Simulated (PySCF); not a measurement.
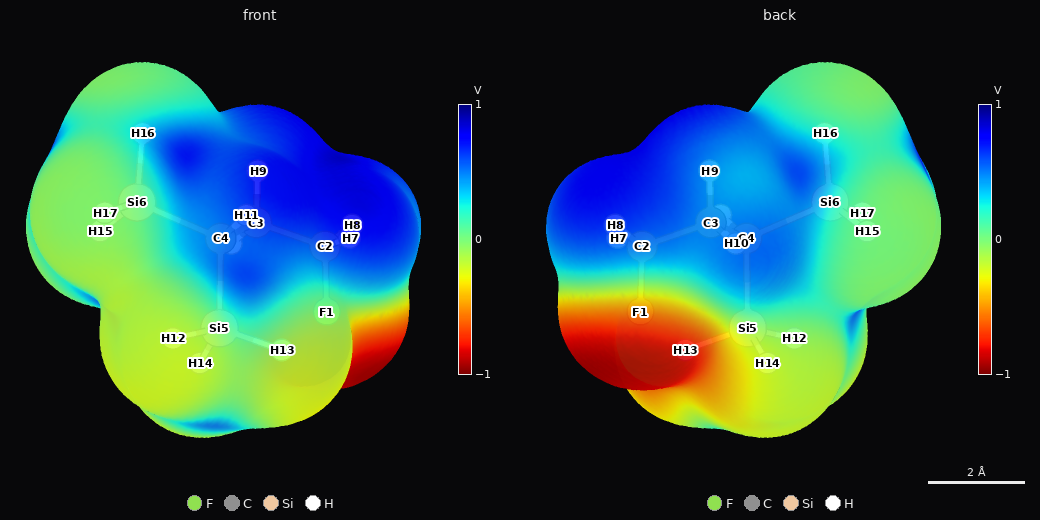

C3H11FSi2 (SMILES FCCC([SiH3])[SiH3]). The molecular electrostatic potential painted on the density surface at 0.001 e/bohr³, seen from the front and from behind; red is negative and blue positive.

Geometry: GFN2-xTB.

All numbers below come from PySCF 2.14.0, CAM-B3LYP/def2-SVPD, SCF density, gas phase.

```csv
atom,x (Å),y (Å),z (Å)
F,1.4073,-1.9330,-1.0193
C,1.9440,-0.8413,-0.3753
C,1.0023,0.3502,-0.4623
C,-0.2065,0.2493,0.4684
Si,-1.2395,-1.3347,0.1808
Si,-1.2561,1.8347,0.3365
H,2.1188,-1.1456,0.6618
H,2.9002,-0.6354,-0.8693
H,1.5861,1.2446,-0.2259
H,0.6680,0.4373,-1.4986
H,0.1729,0.2009,1.4957
H,-2.5038,-1.1724,0.9069
H,-0.5608,-2.5104,0.7251
H,-1.5015,-1.4845,-1.2481
H,-1.7895,1.9668,-1.0207
H,-0.4013,2.9930,0.6259
H,-2.3477,1.7924,1.3086
```

Which sites attract a positive test charge, and which a negative one?

A positive charge is drawn to the negative regions and a negative charge to the positive ones. The most negative region (about −0.9 V) lies over F1, the most positive (about +0.8 V) over C2, C3, H7 and H9.
